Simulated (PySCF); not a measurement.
# C3H8Si: electronic excitations at several levels of theory

How much do the electronic excitations of C3H8Si (`C[C@H]1C[SiH2]1`) depend on the level of theory, and what does each level cost?

Programs: PySCF 2.14.0, with density-fitted response routines of our own. Each step states its level of theory. These are calculated values for one molecule in the gas phase, unless marked as measured. Atoms are numbered from 0 throughout.

### Step 1. Starting geometry

12 atoms, charge 0, multiplicity 1; geometry from: GFN2-xTB.

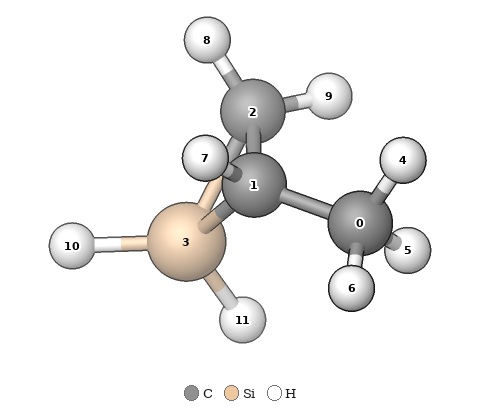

The starting geometry (carbon grey, silicon light orange, hydrogen white), atoms numbered; sticks join atoms by distance.

### Step 2. Optimising the geometry at PBE0-D3(BJ)/def2-SVP

What the job is given:

```
{"job": {"xc": "PBE0", "basis": "def2-SVP", "d3": "d3bj", "grid": 1, "kind": "geom"}, "charge": 0, "multiplicity": 1}
C      1.373223    -0.696800    -0.076247
C      0.268791     0.162066     0.489294
C     -0.476910     1.079204    -0.490581
Si    -1.558175    -0.261749     0.266346
H      2.251697    -0.091283    -0.305354
H      1.049764    -1.184472    -0.993561
H      1.669762    -1.466773     0.634727
H      0.567864     0.651609     1.411036
H     -0.587026     2.112755    -0.192591
H     -0.169167     0.998540    -1.524379
H     -2.491445     0.101008     1.316932
H     -1.897179    -1.404789    -0.561650
```

Standard output:

```text
step   0  E = -408.14055571  max force = 0.021957
step   1  E = -408.14151605  max force = 0.007024
step   2  E = -408.14218256  max force = 0.004290
step   3  E = -408.14259764  max force = 0.001800
step   4  E = -408.14269112  max force = 0.001072
step   5  E = -408.14278806  max force = 0.001128
step   6  E = -408.14283758  max force = 0.000832
step   7  E = -408.14285965  max force = 0.000460
step   8  E = -408.14286272  max force = 0.000238
optimisation converged
```

Run time: 22 s. Hardware: 1 thread, shared host.

Relaxation path:

| step | energy from step 0 (eV) | largest force component (eV/Å) |
| --- | --- | --- |
| 0 | 0.0000 | 1.1291 |
| 1 | -0.0261 | 0.3612 |
| 2 | -0.0443 | 0.2206 |
| 3 | -0.0556 | 0.0926 |
| 4 | -0.0581 | 0.0551 |
| 5 | -0.0607 | 0.0580 |
| 6 | -0.0621 | 0.0428 |
| 7 | -0.0627 | 0.0237 |
| 8 | -0.0628 | 0.0122 |

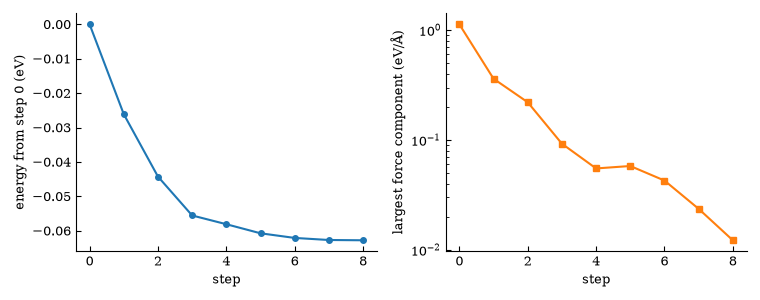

Energy and largest force along the relaxation.

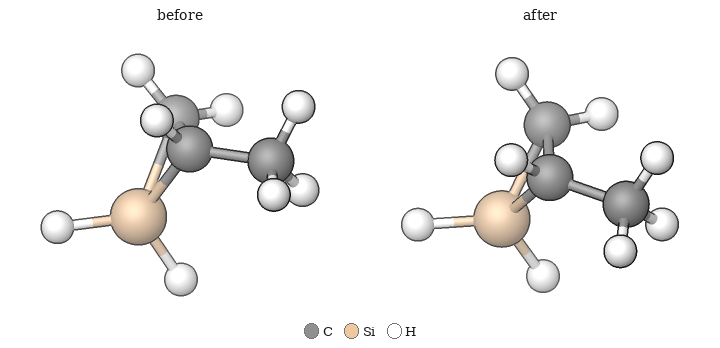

The geometry before (left) and after (right).

Close pairs (by a distance rule), those that changed most:

| bond | before (Å) | after (Å) | change (Å) |
| --- | --- | --- | --- |
| Si3–H11 | 1.452 | 1.485 | +0.034 |
| Si3–H10 | 1.451 | 1.485 | +0.033 |
| C1–Si3 | 1.889 | 1.870 | -0.019 |
| C2–Si3 | 1.882 | 1.864 | -0.017 |
| C2–H9 | 1.082 | 1.097 | +0.015 |
| C2–H8 | 1.081 | 1.095 | +0.014 |
| C0–H5 | 1.088 | 1.102 | +0.014 |
| C0–H4 | 1.091 | 1.104 | +0.013 |

The final coordinates are the input of the step that follows.

| at the end point | value |
| --- | --- |
| point group (found at 0.08 Å tolerance) | C1 |
| rotational constants (GHz, main isotopes) | 10.687, 4.376, 3.648 |
| dipole moment (D) | 0.22 |

### Step 3. TDDFT and polarisability: HF/def2-SVPD

What the job is given:

```
{"job": {"kind": "uv", "xc": "HF", "basis": "def2-SVPD", "ip": true}, "charge": 0, "multiplicity": 1}
C      1.159520    -1.002269     0.102071
C      0.188145     0.069474     0.535940
C     -0.137752     1.206888    -0.445807
Si    -1.593878     0.120734    -0.027430
H      2.194396    -0.618332     0.082760
H      0.930726    -1.369261    -0.911514
H      1.132851    -1.869624     0.779060
H      0.349932     0.417958     1.564854
H     -0.093441     2.231829    -0.061598
H      0.298945     1.114489    -1.447685
H     -2.647732     0.627440     0.887570
H     -2.051098    -0.865087    -1.039980
```

Level: TDDFT HF/def2-SVPD, vertical, gas phase, core orbitals frozen in the response.

Standard output:

```text
final grid: 88528 points
cycle   1  E = -406.9260492960  dE =  5.266e-01  |g| = 3.189e-01  |ddm| = 4.009e+00
cycle   2  E = -406.9682974081  dE = -4.225e-02  |g| = 8.768e-02  |ddm| = 7.016e-01
cycle   3  E = -406.9717942391  dE = -3.497e-03  |g| = 2.709e-02  |ddm| = 2.743e-01
cycle   4  E = -406.9720440184  dE = -2.498e-04  |g| = 6.171e-03  |ddm| = 5.898e-02
cycle   5  E = -406.9720611265  dE = -1.711e-05  |g| = 1.635e-03  |ddm| = 1.991e-02
cycle   6  E = -406.9720633604  dE = -2.234e-06  |g| = 5.827e-04  |ddm| = 6.770e-03
cycle   7  E = -406.9720636908  dE = -3.304e-07  |g| = 1.665e-04  |ddm| = 3.202e-03
cycle   8  E = -406.9720637196  dE = -2.877e-08  |g| = 5.274e-05  |ddm| = 1.086e-03
cycle   9  E = -406.9720637215  dE = -1.878e-09  |g| = 1.253e-05  |ddm| = 2.924e-04
cycle  10  E = -406.9720637216  dE = -1.121e-10  |g| = 3.970e-06  |ddm| = 6.965e-05
converged SCF energy = -406.9720637216

Static polarisability (au): isotropic 61.841, principal 54.023 58.271 73.229

Singlet excitations
state   eV       nm        f      main configurations
  1   6.8837    180.1   0.27601   H->L+1 0.85
  2   7.0280    176.4   0.02059   H->L 0.38, H->L+2 0.28, H->L+3 0.20
  3   7.5835    163.5   0.02685   H->L 0.35, H->L+2 0.27, H->L+4 0.15
  4   7.6360    162.4   0.04383   H->L+4 0.35, H->L 0.18, H->L+3 0.13
  5   7.7848    159.3   0.00249   H->L+5 0.24, H-1->L+1 0.22, H->L+6 0.21
  6   8.3804    147.9   0.00966   H->L+3 0.48, H->L+2 0.16, H->L+4 0.11
  7   8.5457    145.1   0.02176   H->L+5 0.21, H->L+6 0.17, H-1->L 0.16
  8   8.6549    143.3   0.00842   H-1->L+1 0.32, H->L+4 0.29, H->L+5 0.13
  9   9.1651    135.3   0.04684   H-1->L+2 0.19, H->L+5 0.17, H-1->L 0.15
 10   9.1777    135.1   0.01813   H->L+7 0.54, H->L+6 0.20, H->L+8 0.10

Triplet excitations (Tamm-Dancoff, eV): 5.0106 6.4539 6.7765 7.1133
Vertical ionisation energy (delta-SCF) = 7.8657 eV
```

Wall time 4.2 s (1 thread, shared host).

The orbitals next to the gap, with their largest atomic shares:

| orbital | eV | atoms |
| --- | --- | --- |
| HOMO−3 | -13.35 | C1 26 %, C0 20 %, C2 16 % |
| HOMO−2 | -13.12 | Si3 40 %, H11 25 %, H10 24 % |
| HOMO−1 | -11.04 | C2 33 %, C1 25 %, Si3 13 % |
| HOMO | -9.12 | Si3 29 %, C1 27 %, C2 22 % |
| LUMO | 2.65 | Si3 56 %, H10 8 %, H11 7 % |
| LUMO+1 | 2.88 | Si3 27 %, C2 19 %, H11 10 % |
| LUMO+2 | 3.12 | Si3 21 %, C0 20 %, C1 9 % |

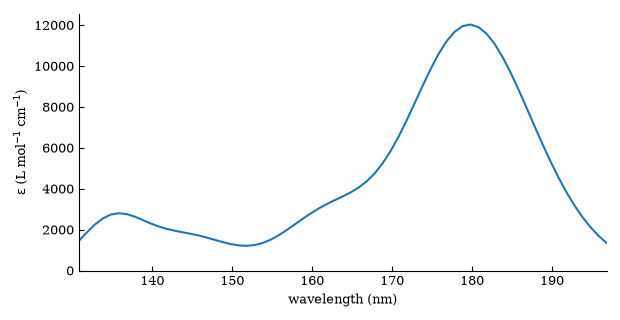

Absorption spectrum: each of the 10 states is a Gaussian band of 0.4 eV half-width at 1/e. Beyond the last state computed it falls off for lack of states.

Ground-state properties from the same run:

| property | computed |
| --- | --- |
| dipole moment (D) | 0.20 |
| polarisability (Å³) | 9.16 |
| HOMO–LUMO gap (eV) | 11.78 |
| −ε(HOMO) (eV) | 9.12 |

### Step 4. Excited states and response: LDA/def2-SVPD

Settings changed since step 3:

```diff
@@ -1,2 +1,2 @@
-{"job": {"kind": "uv", "xc": "HF", "basis": "def2-SVPD", "ip": true}, "charge": 0, "multiplicity": 1}
+{"job": {"kind": "uv", "xc": "LDA", "basis": "def2-SVPD", "ip": true}, "charge": 0, "multiplicity": 1}
 C      1.159520    -1.002269     0.102071
```

Level: TDDFT LDA/def2-SVPD, vertical, gas phase, core orbitals frozen in the response.

Standard output:

```text
coarse grid: 9848 points
cycle   1  E = -405.9457496237  dE =  1.465e-01  |g| = 5.937e-01  |ddm| = 4.601e+00
cycle   2  E = -405.5404439214  dE =  4.053e-01  |g| = 1.272e+00  |ddm| = 2.246e+00
cycle   3  E = -406.0440003450  dE = -5.036e-01  |g| = 1.294e-01  |ddm| = 1.631e+00
cycle   4  E = -406.0489746690  dE = -4.974e-03  |g| = 5.913e-02  |ddm| = 2.787e-01
cycle   5  E = -406.0498108227  dE = -8.362e-04  |g| = 1.366e-02  |ddm| = 7.620e-02
cycle   6  E = -406.0498739701  dE = -6.315e-05  |g| = 3.217e-03  |ddm| = 2.912e-02
cycle   7  E = -406.0498770749  dE = -3.105e-06  |g| = 8.218e-04  |ddm| = 7.594e-03
final grid: 88528 points
cycle   8  E = -406.1197173905  dE = -3.031e-05  |g| = 3.030e-03  |ddm| = 9.486e-02
cycle   9  E = -406.1197108475  dE =  6.543e-06  |g| = 5.701e-03  |ddm| = 1.112e-02
cycle  10  E = -406.1197196833  dE = -8.836e-06  |g| = 7.098e-04  |ddm| = 7.408e-03
cycle  11  E = -406.1197198524  dE = -1.691e-07  |g| = 2.126e-04  |ddm| = 1.275e-03
cycle  12  E = -406.1197198627  dE = -1.031e-08  |g| = 7.611e-05  |ddm| = 3.459e-04
cycle  13  E = -406.1197198642  dE = -1.482e-09  |g| = 2.007e-05  |ddm| = 1.218e-04
cycle  14  E = -406.1197198643  dE = -1.226e-10  |g| = 5.069e-06  |ddm| = 3.441e-05
converged SCF energy = -406.1197198643

Static polarisability (au): isotropic 69.282, principal 59.969 65.276 82.603

Singlet excitations
state   eV       nm        f      main configurations
  1   5.5936    221.7   0.00209   H->L+1 0.98
  2   5.7673    215.0   0.16492   H->L 0.88
  3   6.1401    201.9   0.00929   H->L+2 0.94
  4   6.2967    196.9   0.04631   H->L+3 0.84
  5   6.5588    189.0   0.00040   H->L+4 0.79, H->L+3 0.08
  6   6.6590    186.2   0.02258   H-1->L 0.84
  7   6.8314    181.5   0.01163   H->L+5 0.86
  8   6.9437    178.6   0.00108   H-1->L+1 0.96
  9   7.2324    171.4   0.00704   H->L+6 0.82, H-1->L+2 0.15
 10   7.4611    166.2   0.05984   H-1->L+2 0.71, H-1->L+3 0.12, H->L+6 0.09

Triplet excitations (Tamm-Dancoff, eV): 4.6676 5.4660 5.7886 6.0917
Vertical ionisation energy (delta-SCF) = 8.7670 eV
```

Run time: 15 s. Hardware: 1 thread, shared host.

This run: HOMO -5.68 eV, LUMO -0.62 eV; lowest singlet 5.59 eV.

### Step 5. TDDFT and polarisability: PBE/def2-SVPD

Settings changed since step 4:

```diff
@@ -1,2 +1,2 @@
-{"job": {"kind": "uv", "xc": "LDA", "basis": "def2-SVPD", "ip": true}, "charge": 0, "multiplicity": 1}
+{"job": {"kind": "uv", "xc": "PBE", "basis": "def2-SVPD", "ip": true}, "charge": 0, "multiplicity": 1}
 C      1.159520    -1.002269     0.102071
```

Method: TDDFT PBE/def2-SVPD, vertical, gas phase, core orbitals frozen in the response.

Standard output:

```text
coarse grid: 9848 points
cycle   1  E = -407.9209748949  dE =  1.422e-01  |g| = 5.641e-01  |ddm| = 4.589e+00
cycle   2  E = -407.5690147042  dE =  3.520e-01  |g| = 1.187e+00  |ddm| = 2.155e+00
cycle   3  E = -408.0115593123  dE = -4.425e-01  |g| = 1.178e-01  |ddm| = 1.555e+00
cycle   4  E = -408.0157167676  dE = -4.157e-03  |g| = 5.315e-02  |ddm| = 2.536e-01
cycle   5  E = -408.0163902374  dE = -6.735e-04  |g| = 1.227e-02  |ddm| = 7.113e-02
cycle   6  E = -408.0164401047  dE = -4.987e-05  |g| = 2.799e-03  |ddm| = 2.542e-02
cycle   7  E = -408.0164424253  dE = -2.321e-06  |g| = 7.759e-04  |ddm| = 6.761e-03
final grid: 88528 points
cycle   8  E = -408.0890559457  dE = -1.319e-05  |g| = 1.123e-02  |ddm| = 1.099e-01
cycle   9  E = -408.0889463003  dE =  1.096e-04  |g| = 2.225e-02  |ddm| = 3.885e-02
cycle  10  E = -408.0890889102  dE = -1.426e-04  |g| = 2.283e-03  |ddm| = 2.832e-02
cycle  11  E = -408.0890906529  dE = -1.743e-06  |g| = 3.152e-04  |ddm| = 3.402e-03
cycle  12  E = -408.0890906827  dE = -2.982e-08  |g| = 7.604e-05  |ddm| = 6.424e-04
cycle  13  E = -408.0890906842  dE = -1.510e-09  |g| = 2.516e-05  |ddm| = 1.657e-04
cycle  14  E = -408.0890906844  dE = -1.526e-10  |g| = 9.679e-06  |ddm| = 4.555e-05
converged SCF energy = -408.0890906844

Static polarisability (au): isotropic 68.102, principal 58.820 64.194 81.294

Singlet excitations
state   eV       nm        f      main configurations
  1   5.6186    220.7   0.00542   H->L+1 0.99
  2   5.7766    214.6   0.16149   H->L 0.89
  3   6.1185    202.6   0.00729   H->L+2 0.95
  4   6.2884    197.2   0.04619   H->L+3 0.88
  5   6.5268    190.0   0.00006   H->L+4 0.87, H->L+5 0.08
  6   6.6712    185.8   0.01648   H-1->L 0.86
  7   6.8045    182.2   0.01413   H->L+5 0.82
  8   6.9586    178.2   0.00265   H-1->L+1 0.98
  9   7.2017    172.2   0.00705   H->L+6 0.84, H-1->L+2 0.14
 10   7.4567    166.3   0.06711   H-1->L+2 0.73, H-1->L+3 0.09, H->L+6 0.09

Triplet excitations (Tamm-Dancoff, eV): 4.5601 5.4494 5.6763 6.0344
Vertical ionisation energy (delta-SCF) = 8.6042 eV
```

Wall time 22 s (1 thread, shared host).

This run: HOMO -5.57 eV, LUMO -0.47 eV; lowest singlet 5.62 eV.

### Step 6. Excited states and response: B3LYP/def2-SVPD

Settings changed since step 5:

```diff
@@ -1,2 +1,2 @@
-{"job": {"kind": "uv", "xc": "PBE", "basis": "def2-SVPD", "ip": true}, "charge": 0, "multiplicity": 1}
+{"job": {"kind": "uv", "xc": "B3LYP", "basis": "def2-SVPD", "ip": true}, "charge": 0, "multiplicity": 1}
 C      1.159520    -1.002269     0.102071
```

Method: TDDFT B3LYP/def2-SVPD, vertical, gas phase, core orbitals frozen in the response.

Standard output:

```text
coarse grid: 9848 points
cycle   1  E = -408.3166343218  dE =  1.932e-01  |g| = 4.411e-01  |ddm| = 4.540e+00
cycle   2  E = -408.2226291255  dE =  9.401e-02  |g| = 7.081e-01  |ddm| = 1.444e+00
cycle   3  E = -408.3724947315  dE = -1.499e-01  |g| = 5.718e-02  |ddm| = 8.908e-01
cycle   4  E = -408.3732971290  dE = -8.024e-04  |g| = 2.695e-02  |ddm| = 1.211e-01
cycle   5  E = -408.3734721096  dE = -1.750e-04  |g| = 4.615e-03  |ddm| = 3.674e-02
cycle   6  E = -408.3734783425  dE = -6.233e-06  |g| = 9.871e-04  |ddm| = 1.070e-02
final grid: 88528 points
cycle   7  E = -408.4347444767  dE = -2.189e-05  |g| = 4.187e-03  |ddm| = 8.606e-02
cycle   8  E = -408.4347379678  dE =  6.509e-06  |g| = 6.319e-03  |ddm| = 1.312e-02
cycle   9  E = -408.4347492306  dE = -1.126e-05  |g| = 5.326e-04  |ddm| = 7.691e-03
cycle  10  E = -408.4347493133  dE = -8.275e-08  |g| = 1.192e-04  |ddm| = 8.673e-04
cycle  11  E = -408.4347493166  dE = -3.222e-09  |g| = 3.156e-05  |ddm| = 2.177e-04
cycle  12  E = -408.4347493169  dE = -3.076e-10  |g| = 1.156e-05  |ddm| = 7.587e-05
converged SCF energy = -408.4347493169

Static polarisability (au): isotropic 66.342, principal 57.507 62.504 79.014

Singlet excitations
state   eV       nm        f      main configurations
  1   5.9301    209.1   0.00370   H->L+1 0.97
  2   6.0210    205.9   0.18965   H->L 0.94
  3   6.4081    193.5   0.01320   H->L+2 0.97
  4   6.5929    188.1   0.04095   H->L+3 0.83
  5   6.8519    180.9   0.00016   H->L+4 0.76, H->L+5 0.10
  6   6.9815    177.6   0.01326   H-1->L 0.59, H->L+5 0.19, H->L+4 0.12
  7   7.1481    173.5   0.01885   H->L+5 0.63, H-1->L 0.25
  8   7.3685    168.3   0.00081   H-1->L+1 0.80, H->L+6 0.17
  9   7.5608    164.0   0.01014   H->L+6 0.68, H-1->L+1 0.18
 10   7.9126    156.7   0.09188   H-1->L+2 0.68, H-1->L+3 0.11

Triplet excitations (Tamm-Dancoff, eV): 4.7511 5.7728 5.9303 6.3399
Vertical ionisation energy (delta-SCF) = 8.7219 eV
```

Run time: 16 s. Hardware: 1 thread, shared host.

Key values: HOMO -6.45 eV, LUMO 0.09 eV; lowest singlet 5.93 eV.

### Step 7. Ultraviolet spectrum: PBE0/def2-SVPD

Settings changed since step 6:

```diff
@@ -1,2 +1,2 @@
-{"job": {"kind": "uv", "xc": "B3LYP", "basis": "def2-SVPD", "ip": true}, "charge": 0, "multiplicity": 1}
+{"job": {"kind": "uv", "xc": "PBE0", "basis": "def2-SVPD", "ip": true}, "charge": 0, "multiplicity": 1}
 C      1.159520    -1.002269     0.102071
```

With the program's defaults for keys left out, this is: TDDFT PBE0/def2-SVPD, vertical, gas phase, core orbitals frozen in the response.

Standard output:

```text
coarse grid: 9848 points
cycle   1  E = -408.0460455331  dE =  2.016e-01  |g| = 3.788e-01  |ddm| = 4.315e+00
cycle   2  E = -407.9959540872  dE =  5.009e-02  |g| = 5.577e-01  |ddm| = 1.240e+00
cycle   3  E = -408.0879629260  dE = -9.201e-02  |g| = 4.373e-02  |ddm| = 7.124e-01
cycle   4  E = -408.0884040334  dE = -4.411e-04  |g| = 2.096e-02  |ddm| = 9.098e-02
cycle   5  E = -408.0885105941  dE = -1.066e-04  |g| = 3.233e-03  |ddm| = 2.839e-02
cycle   6  E = -408.0885135035  dE = -2.909e-06  |g| = 7.567e-04  |ddm| = 8.021e-03
final grid: 88528 points
cycle   7  E = -408.1426019786  dE = -1.613e-05  |g| = 6.445e-03  |ddm| = 7.657e-02
cycle   8  E = -408.1425892147  dE =  1.276e-05  |g| = 9.226e-03  |ddm| = 1.865e-02
cycle   9  E = -408.1426134263  dE = -2.421e-05  |g| = 6.592e-04  |ddm| = 1.142e-02
cycle  10  E = -408.1426135469  dE = -1.206e-07  |g| = 1.233e-04  |ddm| = 1.033e-03
cycle  11  E = -408.1426135505  dE = -3.642e-09  |g| = 2.778e-05  |ddm| = 2.505e-04
cycle  12  E = -408.1426135508  dE = -2.375e-10  |g| = 9.650e-06  |ddm| = 8.080e-05
converged SCF energy = -408.1426135508

Static polarisability (au): isotropic 65.787, principal 57.012 62.016 78.334

Singlet excitations
state   eV       nm        f      main configurations
  1   6.1078    203.0   0.00044   H->L+1 0.95
  2   6.1549    201.4   0.20835   H->L 0.94
  3   6.6263    187.1   0.00994   H->L+2 0.92
  4   6.7549    183.5   0.04299   H->L+3 0.77, H->L+4 0.09
  5   7.0179    176.7   0.00037   H->L+4 0.54, H-1->L 0.21, H->L+5 0.17
  6   7.1984    172.2   0.01661   H-1->L 0.50, H->L+4 0.26, H->L+3 0.12
  7   7.3527    168.6   0.01766   H->L+5 0.66, H-1->L 0.21
  8   7.5888    163.4   0.00041   H-1->L+1 0.70, H->L+6 0.25
  9   7.7902    159.2   0.01108   H->L+6 0.61, H-1->L+1 0.27
 10   8.1361    152.4   0.05058   H-1->L+2 0.51, H-1->L+3 0.20, H-1->L+4 0.15

Triplet excitations (Tamm-Dancoff, eV): 4.7396 5.9117 6.0382 6.3830
Vertical ionisation energy (delta-SCF) = 8.6912 eV
```

Wall time 17 s (1 thread, shared host).

This run: HOMO -6.65 eV, LUMO 0.32 eV; lowest singlet 6.11 eV.

### Step 8. TDDFT and polarisability: BHandHLYP/def2-SVPD

Settings changed since step 7:

```diff
@@ -1,2 +1,2 @@
-{"job": {"kind": "uv", "xc": "PBE0", "basis": "def2-SVPD", "ip": true}, "charge": 0, "multiplicity": 1}
+{"job": {"kind": "uv", "xc": "BHandHLYP", "basis": "def2-SVPD", "ip": true}, "charge": 0, "multiplicity": 1}
 C      1.159520    -1.002269     0.102071
```

Method: TDDFT BHandHLYP/def2-SVPD, vertical, gas phase, core orbitals frozen in the response.

Standard output:

```text
coarse grid: 9848 points
cycle   1  E = -408.2594706520  dE =  2.971e-01  |g| = 2.923e-01  |ddm| = 4.212e+00
cycle   2  E = -408.2666521493  dE = -7.181e-03  |g| = 2.639e-01  |ddm| = 8.320e-01
cycle   3  E = -408.2864549282  dE = -1.980e-02  |g| = 4.243e-02  |ddm| = 3.699e-01
cycle   4  E = -408.2869513528  dE = -4.964e-04  |g| = 1.316e-02  |ddm| = 8.235e-02
cycle   5  E = -408.2869937941  dE = -4.244e-05  |g| = 1.742e-03  |ddm| = 1.938e-02
cycle   6  E = -408.2869946009  dE = -8.068e-07  |g| = 3.743e-04  |ddm| = 4.426e-03
final grid: 88528 points
cycle   7  E = -408.3270067998  dE = -1.080e-05  |g| = 2.099e-03  |ddm| = 5.291e-02
cycle   8  E = -408.3270068064  dE = -6.600e-09  |g| = 2.130e-03  |ddm| = 7.450e-03
cycle   9  E = -408.3270080560  dE = -1.250e-06  |g| = 1.690e-04  |ddm| = 2.726e-03
cycle  10  E = -408.3270080633  dE = -7.244e-09  |g| = 7.964e-05  |ddm| = 4.675e-04
cycle  11  E = -408.3270080650  dE = -1.723e-09  |g| = 1.059e-05  |ddm| = 1.670e-04
cycle  12  E = -408.3270080650  dE = -3.604e-11  |g| = 3.101e-06  |ddm| = 3.372e-05
converged SCF energy = -408.3270080650

Static polarisability (au): isotropic 64.085, principal 55.735 60.377 76.141

Singlet excitations
state   eV       nm        f      main configurations
  1   6.3863    194.1   0.04627   H->L+1 0.62, H->L 0.24
  2   6.4038    193.6   0.18794   H->L 0.73, H->L+1 0.18
  3   6.9112    179.4   0.01771   H->L+2 0.76, H->L+4 0.09
  4   7.0480    175.9   0.04005   H->L+3 0.44, H->L+4 0.23
  5   7.2855    170.2   0.00039   H->L+5 0.45, H-1->L 0.26, H->L+6 0.12
  6   7.5438    164.4   0.01318   H->L+4 0.38, H->L+3 0.32, H-1->L 0.20
  7   7.7424    160.1   0.01821   H-1->L 0.41, H->L+4 0.23, H->L+5 0.20
  8   7.8895    157.2   0.00263   H-1->L+1 0.40, H->L+6 0.34, H->L+5 0.11
  9   8.2249    150.7   0.01776   H-1->L+1 0.44, H->L+6 0.28, H->L+5 0.15
 10   8.5075    145.7   0.03072   H->L+7 0.74

Triplet excitations (Tamm-Dancoff, eV): 4.9470 6.2212 6.2636 6.6940
Vertical ionisation energy (delta-SCF) = 8.6502 eV
```

Run time: 20 s. Hardware: 1 thread, shared host.

This run: HOMO -7.62 eV, LUMO 1.06 eV; lowest singlet 6.39 eV.

[end of part 1 of 2]
